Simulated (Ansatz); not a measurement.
# Does disorder add resistance in series? Cu(111) layers displaced at 180 K

Two lengths of the disordered region are known. What area resistance does the third give?

How it was computed: Ansatz 0.2.0, plane waves with PAW datasets at their recommended cutoffs (420 eV for most), Fermi-Dirac smearing; ballistic transmission by layer matching. The area resistance is RA = A (h/2e²)(1/T − 1/N), with T the zone-mean transmission per spin and N the lead's channels, both averaged over a few energies near the Fermi level; for magnets each spin is taken apart, with h/e², and the two conduct in parallel. Lateral cell 2x2, PBE, a fresh random draw for each length. Atoms are displaced independently, by 0.0620 Å r.m.s. per direction; each RA is scaled by the nominal over the drawn mean square displacement.

Results; the value marked ? is to be predicted:

| length (Å) | channels N | RA (fΩ m²) |
| --- | --- | --- |
| 8.35 | 3.210 | 0.0184 |
| 16.7 | 3.210 | 0.0343 |
| 25.0 | 3.210 | ? |

**Estimate by hand.**

Ohm's law makes RA linear in the length: the slope is (0.0343 − 0.0184)/(16.7 − 8.35) = 1.91×10⁻³ fΩ m² per Å, or 1.9 µΩ cm. Then 0.0343 + 1.91×10⁻³ × 8.35. Predicted: 0.0502 fΩ m².

What the run gave:

0.0621 fΩ m², so the prediction is 19 % too low. The three lengths together give 2.6 µΩ cm. Single draws scatter; these runs don't part the causes of the miss, and leave the question open.

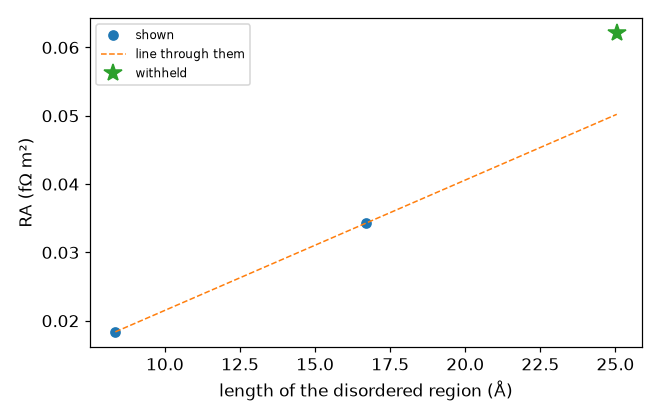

Area resistance against length.

**Limits.** The scatterers repeat sideways with the small cell. The slope is a raw one; a model of isotropic scattering puts it 1.22 times the bulk value over these lengths.
